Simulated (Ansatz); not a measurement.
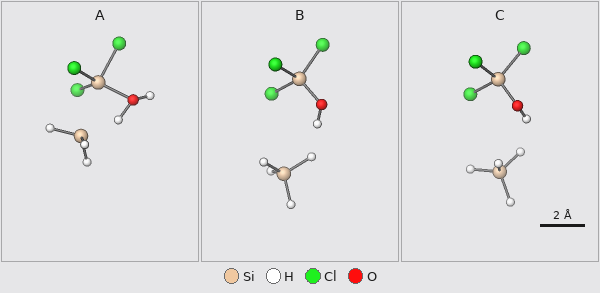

3 geometries from a converged minimum-energy path of Si2H5OCl3, made up at the start of Si2H3Cl3 and H$_{2}$O, shuffled. The picture is a ball-and-stick view, seen at a tilt.

These are results of Ansatz, RKS PBE/def2-SVP, not measurements. Run with 9 movable images; climbing image; force threshold 0.03 eV/Å; iteration limit 60; starting path through a guess of the saddle point.

Question: Which of them lies highest in energy?

Answer: A. In order along the path, whose images run from 0 to 10: A (image 4, +1.63 eV), C (image 8, −0.76 eV), B (image 9, −0.77 eV). Breaking: H–O (0.98 → 3.50 Å), Si–Si (2.35 → 4.40 Å). Forming: O–Si (3.11 → 1.65 Å), H–Si (3.16 → 1.50 Å).

Limits of the set-up: the start holds two separate molecules, 2.5 Å apart at their closest, whose relative position is a soft coordinate and is computed without a dispersion correction.

The run took 13 min on 4 threads of Arm Neoverse V1 (shared host), peak memory 0.2 GiB.
